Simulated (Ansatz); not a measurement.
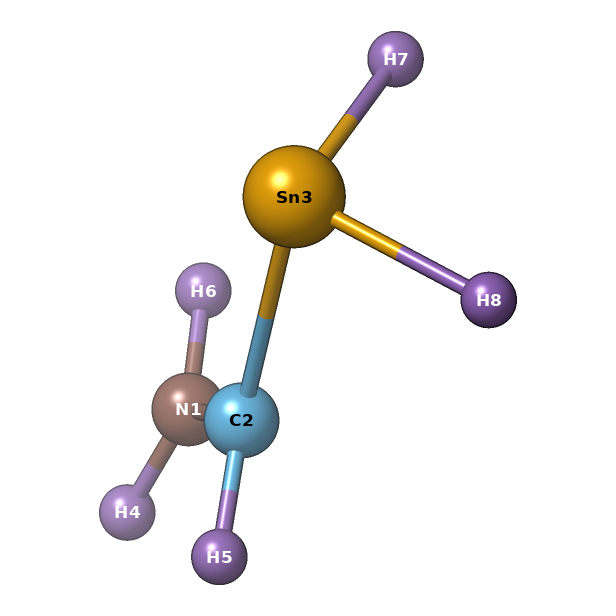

N1 lies behind C2. The molecule seen a little off the C2–N1 bond, C2 in front. Distant atoms are faded towards the background colour. The geometry was computed by an optimisation with PBE-D4/def2-SVP. No frequency run is at hand to confirm it as a minimum.

Q: What is the torsion angle Sn3–C2–N1–H4? The sign is positive where the front bond must turn clockwise to cover the back bond.

A: −160°, antiperiplanar (anti).
